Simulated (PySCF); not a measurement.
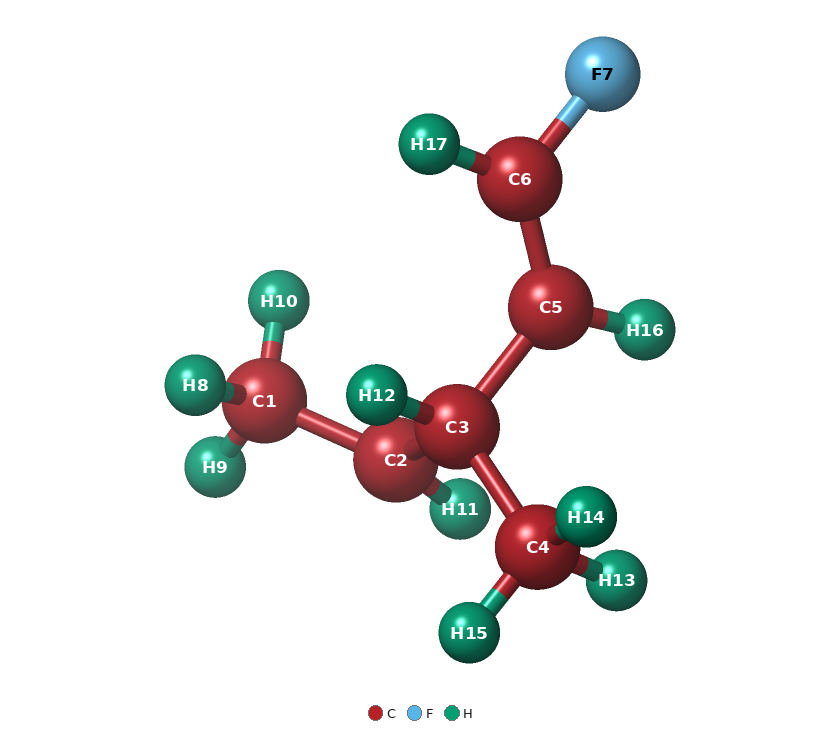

Charge 0, doublet. The geometry was computed by an optimisation with GFN2-xTB. No frequency run is at hand to confirm it as a minimum. Computed with UKS B3LYP, pcH-1 on C F H, non-relativistic (PySCF 2.14.0). Fermi-contact and spin-dipolar terms alone, no spin-orbit part.

Which nucleus has the largest dipolar (anisotropic) hyperfine coupling?

Answer. 13C at C2: principal values −79.7, −78.7, 158.4 MHz.

List the isotropic and dipolar parts for the most strongly coupled nuclei, one of each equivalent set.

| atom | isotope | a_iso (MHz) | dipolar part (MHz) |
| --- | --- | --- | --- |
| C2 | 13C | 97.6 | −79.7, −78.7, 158.4 |
| F7 | 19F | 27.5 | −27.4, −24.0, 51.4 |
| H11 | 1H | −58.9 | −37.6, −0.5, 38.1 |
| C6 | 13C | 12.1 | −7.7, −6.8, 14.5 |
| C5 | 13C | 64.9 | −9.8, −1.3, 11.1 |
| H9 | 1H | 44.9 | −4.8, −4.5, 9.3 |
| H12 | 1H | 11.6 | −5.4, −3.5, 8.9 |
| H8 | 1H | 28.5 | −4.7, −4.0, 8.8 |
